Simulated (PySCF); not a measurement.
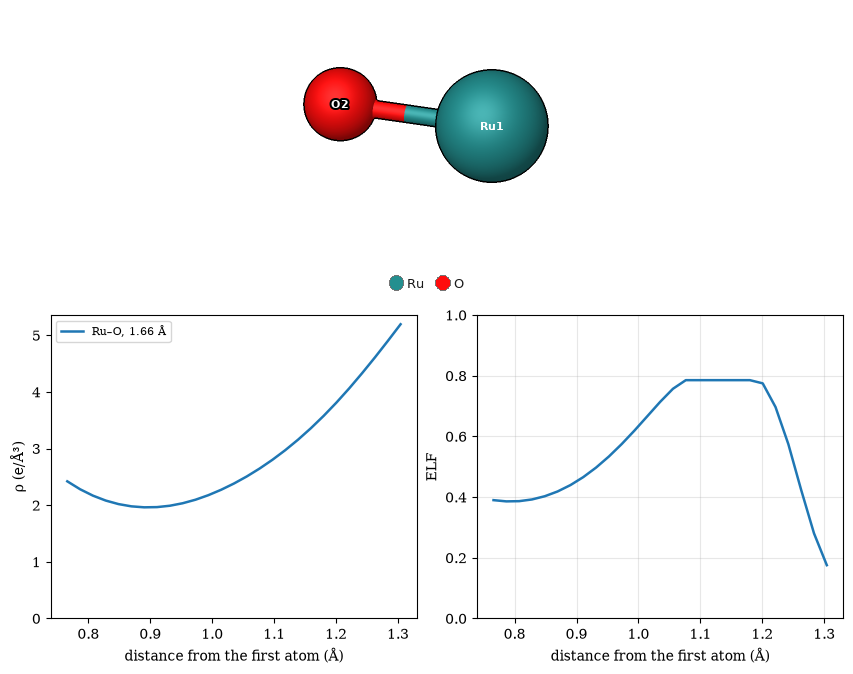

Figure. RuO (charge +1, quartet). Electron density and ELF along straight lines between neighbouring atoms. The curves leave out the atomic cores. The structure is drawn too.

Core potentials replace the inner electrons of Ru.

Computed with PySCF, PBE0/def2-TZVPPD, non-relativistic Hamiltonian with scalar-relativistic core potentials where named, at a bond length of 1.656 Å.

Question: What can be read from the curves?

Answer: Ru–O (1.66 Å): ρ at the midpoint is about 2.1 e/Å³; the ELF peaks at about 0.80 in the valence shell of O, 0.6 Å from its nucleus, and is about 0.40 at the midpoint.
